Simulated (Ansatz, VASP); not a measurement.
**Al19Ag4S32 (V_Al1) in two plane-wave programs**

Wanted: the spread between two codes on one cell, functional and k mesh. The structure shown is the end of the VASP relaxation below.

Program: Ansatz 0.2.0. Level of theory: plane waves, with VASP 6.6.1 beside it; single point at PBEsol. Results are calculated unless marked as measured.

### Step 1. Set-up

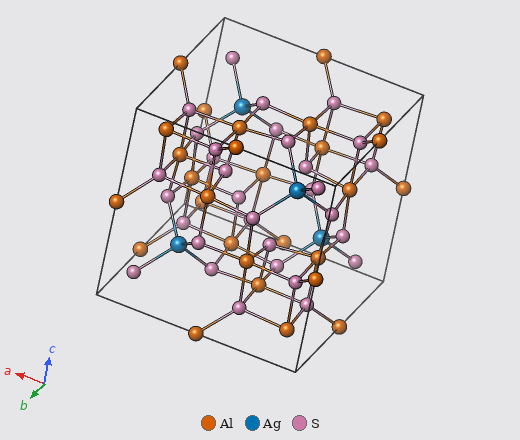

The cell as given, from a free direction (aluminium orange, silver blue, sulfur pink). Some periodic images of atoms are drawn too.

The cell holds 55 atoms: 19 Al, 4 Ag and 32 S. Cell: a = 10.067 Å, b = 10.067 Å, c = 10.067 Å, α = 90.0°, β = 90.0°, γ = 90.0°. It derives from Al5AgS8 (Al5AgS8 (F-43m)). Nearest the centre at fractional (0.500, 0.500, 0.500): S50 at 2.43 Å, S47 at 2.43 Å, S52 at 2.44 Å, S41 at 2.44 Å, Al15 at 4.12 Å, Al16 at 4.12 Å, Al14 at 4.12 Å, Al3 at 4.13 Å.

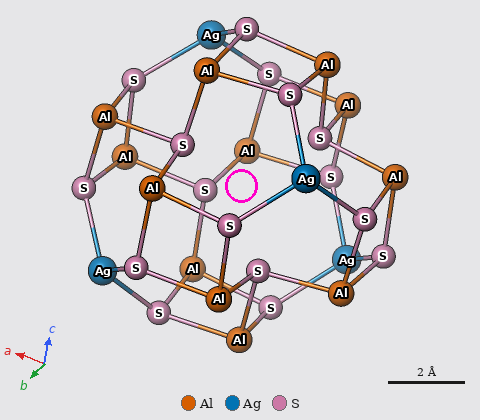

The atoms within 5 Å of the centre. A ring marks the centre wherever it is empty.

### Step 2. VASP: relaxation, PBEsol

This run makes the geometry at which the two programs are then compared.

Lines of VASP's logs that name or quote its potential files are left out, and so is its time.

INCAR reads:

```
SYSTEM = Al19Ag4S32
PREC = Normal
ENCUT = 300
EDIFF = 1E-05
NELM = 120
ISMEAR = 0
SIGMA = 0.05
LREAL = Auto
ALGO = Fast
GGA = PS
ISPIN = 2
MAGMOM = 0 0 0 0 0 0 0 0 0 0 0 0 0 0 0 0 0 0 0 0 0 0 0 0 0 0 0 0 0 0 0 0 0 0 0 0 0 0 0 0 0.6 0 0 0 0 0 0.6 0 0 0.6 0 0.6 0 0 0
LMAXMIX = 4
LORBIT = 11
LWAVE = True
LCHARG = .TRUE.
NCORE = 4
IBRION = 2
NSW = 50
ISIF = 2
EDIFFG = -0.03
POTIM = 0.4
MAXMIX = 40
ISYM = 0
```

POSCAR reads:

```
Al19Ag4S32
1.0
   10.0673453480      0.0000000000      0.0000000000
    0.0000000000      0.0000000000    -10.0673453480
    0.0000000000     10.0673453480      0.0000000000
Al Ag S
19 4 32
Direct
    0.1185261100      0.3814738900      0.6185261100
    0.1185261100      0.8814738900      0.1185261100
    0.6185261100      0.3814738900      0.1185261100
    0.6185261100      0.8814738900      0.6185261100
    0.3814738900      0.3814738900      0.8814738900
    0.3814738900      0.8814738900      0.3814738900
    0.8814738900      0.3814738900      0.3814738900
    0.8814738900      0.8814738900      0.8814738900
    0.3814738900      0.1185261100      0.6185261100
    0.3814738900      0.6185261100      0.1185261100
    0.8814738900      0.1185261100      0.1185261100
    0.8814738900      0.6185261100      0.6185261100
    0.1185261100      0.1185261100      0.8814738900
    0.1185261100      0.6185261100      0.3814738900
    0.6185261100      0.1185261100      0.3814738900
    0.6185261100      0.6185261100      0.8814738900
    0.0000000000      0.0000000000      0.5000000000
    0.0000000000      0.5000000000      0.0000000000
    0.5000000000      0.0000000000      0.0000000000
    0.2500000000      0.2500000000      0.2500000000
    0.2500000000      0.7500000000      0.7500000000
    0.7500000000      0.2500000000      0.7500000000
    0.7500000000      0.7500000000      0.2500000000
    0.3861298300      0.1138701700      0.3861298300
    0.3861298300      0.6138701700      0.8861298300
    0.8861298300      0.1138701700      0.8861298300
    0.8861298300      0.6138701700      0.3861298300
    0.1138701600      0.1138701700      0.1138701600
    0.1138701600      0.6138701700      0.6138701600
    0.6138701600      0.1138701700      0.6138701600
    0.6138701600      0.6138701700      0.1138701600
    0.1138701600      0.3861298400      0.3861298300
    0.1138701600      0.8861298400      0.8861298300
    0.6138701600      0.3861298400      0.8861298300
    0.6138701600      0.8861298400      0.3861298300
    0.3861298300      0.3861298400      0.1138701600
    0.3861298300      0.8861298400      0.6138701600
    0.8861298300      0.3861298400      0.6138701600
    0.8861298300      0.8861298400      0.1138701600
    0.3664006400      0.1335993600      0.8664006400
    0.3709418700      0.6409485500      0.3618571800
    0.8664006400      0.1335993600      0.3664006400
    0.8664006400      0.6335993600      0.8664006400
    0.1335993600      0.1335993600      0.6335993600
    0.1335993600      0.6335993600      0.1335993600
    0.6335993600      0.1335993600      0.1335993600
    0.6336187700      0.6368561100      0.6302503100
    0.1335993600      0.3664006400      0.8664006400
    0.1335993600      0.8664006400      0.3664006400
    0.6348662700      0.3698552700      0.3672422200
    0.6335993600      0.8664006400      0.8664006400
    0.3637172900      0.3615514000      0.6324355600
    0.3664006400      0.8664006400      0.1335993600
    0.8664006400      0.3664006400      0.1335993600
    0.8664006400      0.8664006400      0.6335993600
```

KPOINTS reads:

```
Automatic mesh
0
Gamma
1 1 1
0 0 0
```

Potentials, in the order of the species: Al, Ag and S (PBE family, release 64).

Started as:

```sh
$ mpirun -np 4 vasp_gam
```

Numbers of over 12 decimals in the logs are rounded to 6 here.

Output:

```text
[banner, memory and clock lines left out]
running    4 mpi-ranks, on    1 nodes
[...]
|                                                                             |
|               ----> ADVICE to this user running VASP <----                  |
|                                                                             |
|     You enforced a specific xc type in the INCAR file but a different       |
|     [... a line on the potential file left out ...]
|     I HOPE YOU KNOW WHAT YOU ARE DOING!                                     |
|                                                                             |

 LDA part: xc-table for (Slater+PW92), standard interpolation
 POSCAR, INCAR and KPOINTS ok, starting setup
[...]
entering main loop
       N       E                     dE             d eps       ncg     rms          rms(c)
DAV:   1     0.173574816397E+04    0.17357E+04   -0.10430E+05   704   0.986E+02
DAV:   2    -0.102829917837E+03   -0.18386E+04   -0.17543E+04   920   0.241E+02
[...]
1 F= -.28031213E+03 E0= -.28028898E+03  d E =-.280312E+03  mag=     2.2063
[... from here on, the cycles between the ionic steps are left out ...]
   2 F= -.28113713E+03 E0= -.28110786E+03  d E =-.825001E+00  mag=     1.8236
   3 F= -.28160712E+03 E0= -.28159270E+03  d E =-.129500E+01  mag=     2.5802
   4 F= -.28160794E+03 E0= -.28159309E+03  d E =-.129581E+01  mag=     2.5532
   5 F= -.28169463E+03 E0= -.28168145E+03  d E =-.866951E-01  mag=     2.6244
   6 F= -.28169607E+03 E0= -.28168328E+03  d E =-.881334E-01  mag=     2.6328
   7 F= -.28170660E+03 E0= -.28169387E+03  d E =-.105234E-01  mag=     2.6292
   8 F= -.28171163E+03 E0= -.28169881E+03  d E =-.155545E-01  mag=     2.6290
   9 F= -.28171202E+03 E0= -.28169922E+03  d E =-.159486E-01  mag=     2.6306
  10 F= -.28171658E+03 E0= -.28170427E+03  d E =-.456016E-02  mag=     2.6496
  11 F= -.28171722E+03 E0= -.28170524E+03  d E =-.519439E-02  mag=     2.6636
  12 F= -.28171723E+03 E0= -.28170517E+03  d E =-.520713E-02  mag=     2.6602
  13 F= -.28171889E+03 E0= -.28170714E+03  d E =-.165814E-02  mag=     2.6716
 trial-energy change:   -0.001658  1 .order   -0.001697   -0.002825   -0.000570
 step:   2.3030(harm=  2.3030)  dis= 0.00374  next Energy=  -281.718998 (dE=-0.177E-02)
 reached required accuracy - stopping structural energy minimisation
 writing wavefunctions
```

Parts of OUTCAR (step 2):

```text
  FREE ENERGIE OF THE ION-ELECTRON SYSTEM (eV)
  ---------------------------------------------------
  free  energy   TOTEN  =      -281.7188867999 eV

  energy  without entropy=     -281.6953961544  energy(sigma->0) =     -281.70714148

 reached required accuracy - stopping structural energy minimisation

 magnetization (x)
# of ion       s       p       d       tot
------------------------------------------
    1        0.002   0.003   0.000   0.005
    2        0.003   0.001   0.000   0.004
    3        0.002   0.003   0.000   0.005
    4        0.002   0.003   0.000   0.005
    5        0.002   0.003   0.000   0.005
    6        0.002   0.003   0.000   0.005
    7        0.002   0.003   0.000   0.005
    8        0.003   0.001   0.000   0.004
    9        0.002   0.003   0.000   0.005
   10        0.002   0.003   0.000   0.005
   11        0.003   0.001   0.000   0.004
   12        0.002   0.003   0.000   0.005
   13        0.003   0.001   0.000   0.004
[...]
--------------------------------------------------
tot          0.064   1.390   0.356   1.810

[... 1 further part left out ...]
```

[end of part 1 of 2]

[Lines on the potential files, build, host, timing and source positions are cut from VASP's logs without a mark.]

[Logs are printed without paths, hosts, clocks, repeated set-up lines and the standing remarks that a program may print on its own settings, such as how far it seeks lower states.]

[Hosts, paths, dates, database ids (printed as entryN), source tags and the programs' standing remarks are cut or masked in the printed files.]
